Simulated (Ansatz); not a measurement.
**MP2/def2-TZVP (core potential) run of SnSe (SMILES [Se][Sn])**

What is the electronic atomisation energy of SnSe at MP2/def2-TZVP (core potential)? 

Program for the calculation: Ansatz 0.2.0.

26 further runs of the same task are left out: 26 set aside as unsound or not needed.

### 1 Starting point

SnSe: 2 atoms, total charge 0, spin state singlet. SMILES: `[Se][Sn]`. The shape is that of a PBE0-D4/def2-TZVP optimisation.

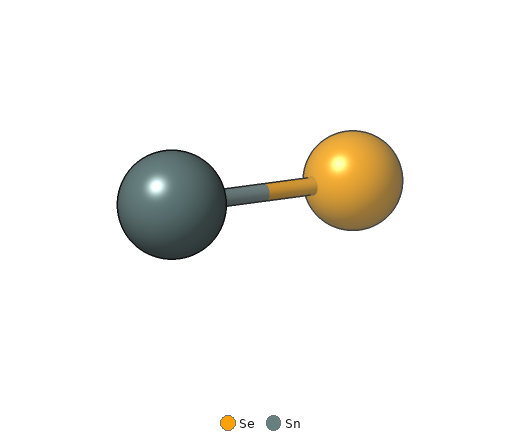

Viewed from a chosen angle; selenium orange, tin teal.

### 2 A single-point energy at MP2/def2-TZVP (core potential)

Contents of in.yaml:

```yaml
crystal:
  periodic: [false, false, false]
  atoms:
    - {symbol: Se, position_ang: [0.000000, -0.000000, 0.006530]}
    - {symbol: Sn, position_ang: [-0.000000, 0.000000, 2.331810]}
basis:
  gaussian:
    orbitals: def2-TZVP
correlation:
  method: mp2
  frozen_orbitals: {Se: 9, Sn: 4}
accuracy: high
```

Command:

```bash
ansatz run in.yaml --threads 1 --pin off --max-ram 3480MiB --events-out events.jsonl --progress --plain --runs-dir runs
```

Output:

```text
Warning: RAYON_NUM_THREADS=1 ignored (pool sized by the plan → 1); use --threads N
Functional definition: HF
  name "HF"
  exchange = exact_x
  correlation = 0
1498 factors; integrals over basis functions are off by at most 4.7e-9 eV
mean field evaluation 1: about -71108.3852 eV, gradient 2.0e1 eV
mean field evaluation 2: about -71108.4909 eV, gradient 2.0e1 eV
mean field evaluation 4: about -71110.2123 eV, gradient 1.8e0 eV
mean field evaluation 8: about -71110.2344 eV, gradient 1.5e-1 eV
mean field evaluation 16: about -71110.2346 eV, gradient 1.7e-7 eV
mean field -71110.23464517 eV, -2613.2529229616 hartree, gradient 1.7e-8 eV, S^2 0.000000; 0 other end points of the search recorded, 0 dependent functions left out
13 core orbitals not correlated: weight in the atoms' cores, before any rotation towards them, 1.000 or more for the frozen orbitals, at most 0.000 for the correlated occupied ones
reference -71110.23464517 eV, -2613.2529229616 hartree; 15, 15 occupied and 70, 70 virtual orbitals, 1498 factors
second order -15.36043259 eV of doubles, -0.00000000 eV of singles
Total energy: -71125.59507776 eV, -2613.8174084476 hartree
```

Run time: 3.6 s. Hardware: 1 thread of Arm Neoverse V2, shared host; peak memory 0.24 GiB.

### 3 The Se atom, same level

Contents of job.yaml:

```yaml
crystal:
  periodic: [false, false, false]
  atoms:
    - {symbol: Se, position_ang: [0.000000, 0.000000, 0.000000]}
basis:
  gaussian:
    orbitals: def2-TZVP
correlation:
  method: mp2
  frozen_orbitals: {Se: 9}
accuracy: high
magnetization:
  spin_polarized: true
  initial_magnetization: 2
```

Run the same way, it converges to -2400.04061 Eh (log not shown).

### 4 The Sn atom, same level

Contents of job.yaml:

```yaml
crystal:
  periodic: [false, false, false]
  atoms:
    - {symbol: Sn, position_ang: [0.000000, 0.000000, 0.000000]}
basis:
  gaussian: {orbitals: def2-TZVP}
magnetization: {spin_polarized: true, initial_magnetization: 2}
correlation: {method: mp2, frozen_orbitals: {Sn: 4}}
accuracy: high
```

Command:

```bash
ansatz run job.yaml --threads 1 --pin off --max-ram 3480MiB --events-out events.jsonl --progress --plain --runs-dir runs
```

Output:

```text
Warning: RAYON_NUM_THREADS=1 ignored (pool sized by the plan → 1); use --threads N
Functional definition: HF
  name "HF"
  exchange = exact_x
  correlation = 0
500 factors; integrals over basis functions are off by at most 3.4e-9 eV
mean field evaluation 1: about -5805.0751 eV, gradient 3.7e0 eV
mean field evaluation 2: about -5805.0789 eV, gradient 3.7e0 eV
mean field evaluation 4: about -5805.2752 eV, gradient 2.0e-1 eV
mean field evaluation 8: about -5805.2749 eV, gradient 9.1e-8 eV
mean field evaluation 16: about -5805.2763 eV, gradient 3.2e-1 eV
mean field evaluation 32: about -5805.2749 eV, gradient 3.1e-5 eV
mean field -5805.27487324 eV, -213.3399166348 hartree, gradient 4.4e-8 eV, S^2 2.011832; 3 other end points of the search recorded, 0 dependent functions left out
4 core orbitals not correlated: weight in the atoms' cores, before any rotation towards them, 1.000 or more for the frozen orbitals, at most 0.000 for the correlated occupied ones
reference -5805.27487324 eV, -213.3399166348 hartree; 8, 6 occupied and 38, 40 virtual orbitals, 500 factors
second order -7.20096678 eV of doubles, -0.00000000 eV of singles
Total energy: -5812.47584002 eV, -213.6045472829 hartree
```

Wall time 0.46 s (1 thread of Arm Neoverse V2, shared host).

### 5 Results

Level: MP2/def2-TZVP (core potential), 13 core orbitals frozen.

```
                                              quantity           value
                                molecule: total energy  -2613.81741 Eh
molecule: correlation energy (13 core orbitals frozen)      -564.5 mEh
                                 Se atom: total energy  -2400.04061 Eh
  Se atom: correlation energy (9 core orbitals frozen)      -213.4 mEh
            Se atom: ⟨S²⟩ of the reference determinant           2.010
                                 Sn atom: total energy   -213.60455 Eh
  Sn atom: correlation energy (4 core orbitals frozen)      -264.6 mEh
            Sn atom: ⟨S²⟩ of the reference determinant           2.012
                         electronic atomisation energy        4.687 eV
```

**Reading.** Taking the molecule apart into free atoms costs 4.69 eV (452 kJ/mol), before zero-point energy and without spin-orbit coupling.
